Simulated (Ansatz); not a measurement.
System: As3B3 (triplet).

Input

```
crystal:
  periodic: [false, false, false]
  atoms:
    - {symbol: B, position_ang: [0.096723, 0.833317, -0.300192]}
    - {symbol: B, position_ang: [-1.296689, -0.299108, -0.330216]}
    - {symbol: B, position_ang: [0.127283, -0.752872, -1.140509]}
    - {symbol: As, position_ang: [-1.134382, 1.101384, 1.216476]}
    - {symbol: As, position_ang: [1.921993, 0.116644, -0.518651]}
    - {symbol: As, position_ang: [0.285072, -0.999366, 1.073093]}
basis:
  gaussian: {orbitals: def2-TZVP, initial_orbitals: start.molden}
magnetization: {spin_polarized: true, initial_magnetization: 2}
hamiltonian: {xc: pbe0, dispersion: d4}
scf: {omitted_lower_state_checks: [starts]}
output: {orbitals: {seedname: orbitals}}
```

Run with:

```sh
ansatz run in.yaml --threads 4 --pin off --events-out ev --progress --plain --max-ram 4787MiB
```

Geometry: r2SCAN-D4/def2-SVP.

Method: UKS PBE0-D4/def2-TZVP (Ansatz).

Predict the electron density, electron localisation function and spin density between the atoms.

B–B (1.70 Å): the density is about 0.92 e/Å³ at the midpoint; the ELF peaks at about 0.90 between the atoms: localised, covalent bonding.
B–As (2.09 Å): the density is about 0.7 e/Å³ at the midpoint; the ELF peaks at about 0.75 between the atoms; localised, covalent bonding.
The unpaired spin (2 electrons) lies mostly on B2 (about 0.7), B3 (about 0.7), As4 (about 0.2), As5 (about 0.2) and B1 (about 0.1), in electrons by Hirshfeld's partition.

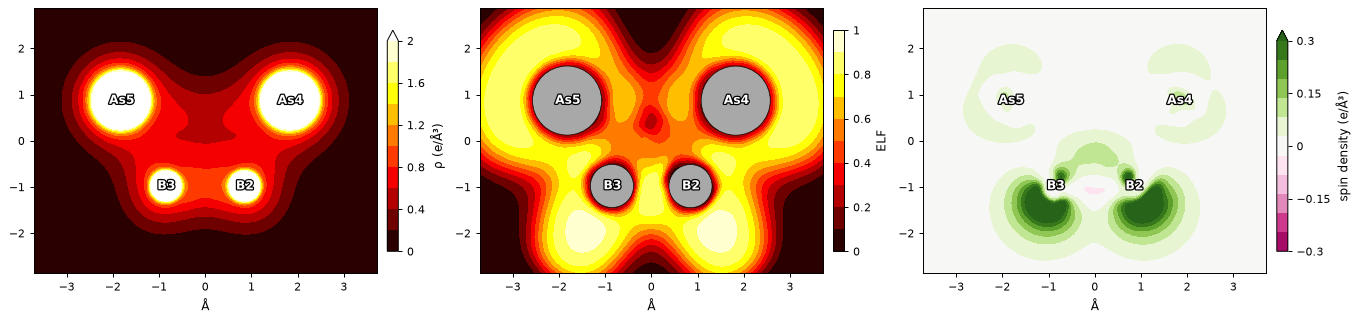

Computed electron density, electron localisation function and spin density on the plane of atoms B2, B3 and As5, in this order. Grey discs cover the atomic cores in the ELF map. 
